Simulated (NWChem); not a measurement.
InNH$_{4}$: energy and gradient calculation (part 3 of 3)

The same run, continued: InNH$_{4}$ (InH2(NH2)), SMILES [H][In]([H])[NH2]; B3LYP/STO-3G, RKS (NWChem 7.3.0). The geometry comes from this level: GFN2-xTB.

Geometry of the input (Å):
```
In 0.4571  0.7532  -0.0140
H  2.1303  0.7651  0.3313
H  -0.3229  2.2283  -0.3784
N  -0.6273  -0.9331  0.2278
H  -1.4974  -0.9966  -0.2894
H  -0.1398  -1.8170  0.1227
```

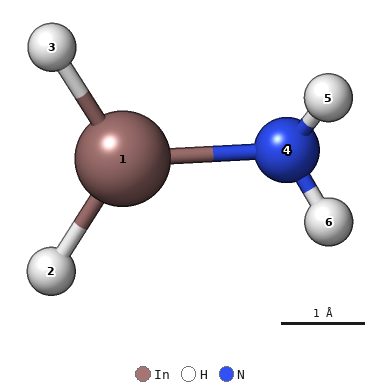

*The structure as given in the input (ball-and-stick view, seen at an oblique angle; atoms are numbered from 1 in the order of the input). Sticks mark near contacts.*

The program's output, continued
```
    Atom       Charge   Shell Charges
 -----------   ------   -------------------------------------------------------
    1 In  49    48.56   2.00  2.00  6.00  2.00  5.99  2.00  5.88  1.10  1.81  9.99  9.80
    2 H    1     1.14   1.14
    3 H    1     1.15   1.15
    4 N    7     7.35   1.99  1.38  3.98
    5 H    1     0.90   0.90
    6 H    1     0.90   0.90

 center of mass
 --------------
 x =   0.62423762 y =   1.04707906 z =   0.01942696

 moments of inertia (a.u.)
 ------------------
         169.889105166465         -93.216419010402           6.903580170742
         -93.216419010402          82.358389169161          19.542979459234
           6.903580170742          19.542979459234         244.466425250036

     Multipole analysis of the density
     ---------------------------------

     L   x y z        total         alpha         beta         nuclear
     -   - - -        -----         -----         ----         -------
     0   0 0 0     -0.000000    -30.000000    -30.000000     60.000000

     1   1 0 0     -0.130072    -17.241342    -17.241342     34.352611
     1   0 1 0     -0.405531    -29.072714    -29.072714     57.739897
     1   0 0 1     -0.367930     -0.840796     -0.840796      1.313662

     2   2 0 0    -23.494783    -47.276033    -47.276033     71.057284
     2   1 1 0     -0.268628    -42.317013    -42.317013     84.365397
     2   1 0 1      0.086587      0.167242      0.167242     -0.247896
     2   0 2 0    -23.032100    -89.610484    -89.610484    156.188869
     2   0 1 1      1.437888      5.233469      5.233469     -9.029050
     2   0 0 2    -20.555300    -11.571293    -11.571293      2.587286

            General Information
            -------------------
          SCF calculation type: DFT
          Wavefunction type:  closed shell.
          No. of atoms     :     6
          No. of electrons :    60
           Alpha electrons :    30
            Beta electrons :    30
          Charge           :     0
          Spin multiplicity:     1
          Use of symmetry is: off; symmetry adaption is: off
          Maximum number of iterations: 100
          AO basis - number of functions:    36
                     number of shells:    18
          Convergence on energy requested:  1.00D-08
          Convergence on density requested:  1.00D-05
          Convergence on gradient requested:  5.00D-04

              XC Information
              --------------
                         B3LYP Method XC Potential
                     Hartree-Fock (Exact) Exchange  0.200
                        Slater Exchange Functional  0.800 local
                    Becke 1988 Exchange Functional  0.720 non-local
              Lee-Yang-Parr Correlation Functional  0.810
                  VWN I RPA Correlation Functional  0.190 local

             Grid Information
             ----------------
          Grid used for XC integration:  xfine
          Radial quadrature: Mura-Knowles
          Angular quadrature: Lebedev.
          Tag              B.-S. Rad. Rad. Pts. Rad. Cut. Ang. Pts.
          ---              ---------- --------- --------- ---------
          In                  1.55      205           8.0      1454
          H                   0.35      100          11.0      1202
          N                   0.65      100           9.0      1454
          Grid pruning is: on
          Number of quadrature shells:   705
          Spatial weights used:  Erf1

          Convergence Information
          -----------------------
          Convergence aids based upon iterative change in
          total energy or number of iterations.
          Levelshifting, if invoked, occurs when the
          HOMO/LUMO gap drops below (HL_TOL):  1.00D-02
          DIIS, if invoked, will attempt to extrapolate
          using up to (NFOCK): 10 stored Fock matrices.

                    Damping( 0%)  Levelshifting(0.5)       DIIS
                  --------------- ------------------- ---------------
          dE  on:    start            ASAP                start
          dE off:    2 iters        100 iters           100 iters

      Screening Tolerance Information
      -------------------------------
          Density screening/tol_rho:  1.00D-11
          AO Gaussian exp screening on grid/accAOfunc:  18
          CD Gaussian exp screening on grid/accCDfunc:  20
          XC Gaussian exp screening on grid/accXCfunc:  20
          Schwarz screening/accCoul:  1.00D-09

                            NWChem DFT Gradient Module
                            --------------------------

                                     InH2(NH2)

  charge          =   0.00
  wavefunction    = closed shell

                         DFT ENERGY GRADIENTS

    atom               coordinates                        gradient
                 x          y          z           x          y          z
   1 In      0.863850   1.423323  -0.026437    0.006284   0.006020  -0.009192
   2 H       4.025702   1.445829   0.626047    0.037841   0.004192   0.007364
   3 H      -0.610230   4.210952  -0.715091   -0.014211   0.035085  -0.007509
   4 N      -1.185368  -1.763266   0.430442   -0.047986  -0.081485  -0.005204
   5 H      -2.829751  -1.883282  -0.546830    0.028434   0.006722   0.013072
   6 H      -0.264203  -3.433557   0.231869   -0.010361   0.029467   0.001469

                 ----------------------------------------
                 |  Time  |  1-e(secs)   |  2-e(secs)   |
                 ----------------------------------------
                 |  CPU   |       0.00   |       0.57   |
                 ----------------------------------------
                 |  WALL  |       0.00   |       0.57   |
                 ----------------------------------------

 Task  times  cpu:        5.0s     wall:        5.0s
 Total times  cpu:        5.0s     wall:        5.0s
```

Results in brief

- outcome: converged
- total energy: −5741.275088 hartree
- basis functions: 36
- largest force: 4.870 eV/Å
- HOMO: −3.51 eV
- LUMO: 2.42 eV
- dipole moment: 1.43 D
- hardware: 1 thread of AMD EPYC (Zen 5), 16 GiB of memory available, shared host
- wall time: 5.7 s
- peak memory: 0.13 GiB

Notes

Further notes kept with the run: grid integrates the density poorly.
